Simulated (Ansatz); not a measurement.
# CH₆BrClHfOSi: basis-set convergence

Aim: see how fast density functionals converge with the basis set for CH₆BrClHfOSi.

Program: Ansatz 0.2.0, Gaussian basis. Level of theory: one geometry, several basis sets. These are calculated values, not measurements.

The runs, in order: PBE0-D4/def2-SVP; ωB97M-V/def2-SVP; PBE0-D4/def2-QZVPP; ωB97M-V/def2-QZVPP; the functionals' def2-TZVPP values are taken from earlier runs.

### Step 1. Structure used throughout

An earlier PBE0-D4 in a triple-zeta def2 set relaxation fixed the geometry. Hf takes the def2 core potential; no spin-orbit term is included.

SMILES `[CH3][Hf]([Cl])([Br])[O][SiH3]`, 12 atoms, charge 0, spin multiplicity 1.

Atoms are counted from 1 here; the program's logs count them from 0.

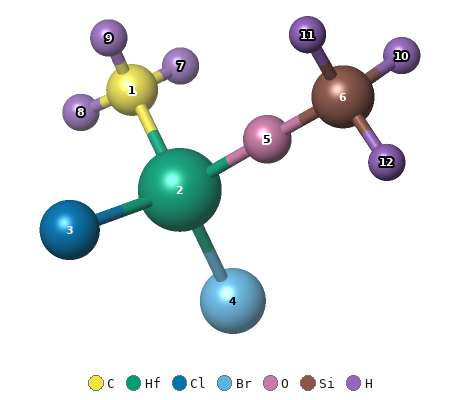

The structure; colours as in the key; atoms are numbered from 1 in the order of the file.

### Step 2. PBE0-D4 in def2-SVP

The input, in.yaml:

```yaml
crystal:
  periodic: [false, false, false]
  atoms:
    - {symbol: C, position_ang: [-2.114064, 0.634776, -0.259445]}
    - {symbol: Hf, position_ang: [-0.617971, -0.207834, 1.100614]}
    - {symbol: Cl, position_ang: [-0.436612, 1.292772, 2.893432]}
    - {symbol: Br, position_ang: [-1.408504, -2.505026, 1.715096]}
    - {symbol: O, position_ang: [0.984769, -0.261447, 0.065842]}
    - {symbol: Si, position_ang: [2.378777, -0.315880, -0.807394]}
    - {symbol: H, position_ang: [-2.239706, 0.007463, -1.149226]}
    - {symbol: H, position_ang: [-3.088671, 0.710944, 0.236499]}
    - {symbol: H, position_ang: [-1.830333, 1.638670, -0.594899]}
    - {symbol: H, position_ang: [2.123531, -1.023832, -2.086469]}
    - {symbol: H, position_ang: [2.833924, 1.069386, -1.083674]}
    - {symbol: H, position_ang: [3.414870, -1.039993, -0.030365]}
basis:
  gaussian: {orbitals: def2-SVP}
hamiltonian: {xc: pbe0, dispersion: d4}
output: {orbitals: {seedname: orbitals}}
```

The run is started by

```bash
> ansatz run in.yaml --threads 2 --pin off --events-out ev --progress --plain --max-ram 22528MiB --backend cpu
```

After this run come: ωB97M-V in def2-SVP; PBE0-D4 in def2-QZVPP; ωB97M-V in def2-QZVPP.

**Question.** What will the summary of the whole plan be? Wanted: PBE0-D4: double and triple zeta above quadruple; ωB97M-V: double and triple zeta above quadruple.

As calculated:

| quantity | value |
| --- | --- |
| PBE0-D4: double and triple zeta above quadruple | 22.04, 2.27 eV |
| ωB97M-V: double and triple zeta above quadruple | 22.03, 2.17 eV |

What this shows: For PBE0-D4 the step from double to triple zeta gains 19.77 eV and the next only 2.27 eV. These are total energies; as a rule much of such shifts cancels in differences, which this series doesn't test.
